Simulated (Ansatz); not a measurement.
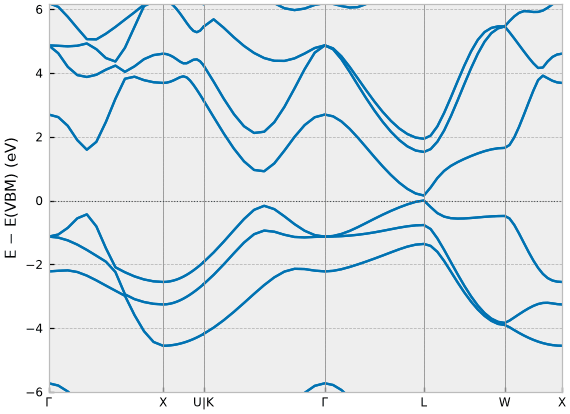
Band structure from r²SCAN with spin–orbit coupling in the plane-wave PAW code Ansatz

Q: Read off the gap and where the band edges lie.

A: About 0.2 eV (0.16 eV by a search for the band edges); maximum at L, minimum at L.

The material is TePb (rock salt, Fm-3m).

Symmetry was held in the r²SCAN relaxation.

Potentials: the earlier of the program's two PAW sets.
